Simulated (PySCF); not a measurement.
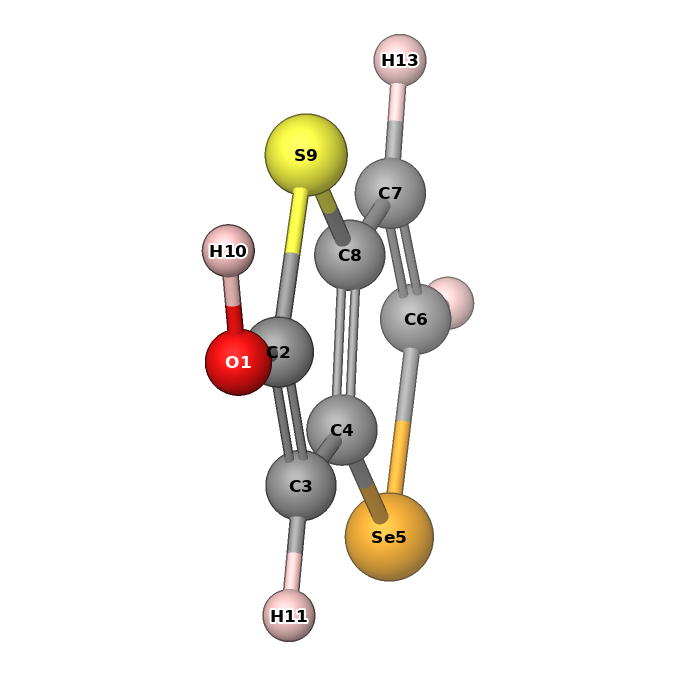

C2 lies behind O1. The molecule seen a little off the O1–C2 bond, O1 in front. Distant atoms are faded towards the background colour. The geometry was computed by an optimisation with GFN2-xTB. No frequency run is at hand to confirm it as a minimum.

What is the torsion angle H10–O1–C2–S9? The sign is positive where the front bond must turn clockwise to cover the back bond.

Answer. 0°, synperiplanar (eclipsed).
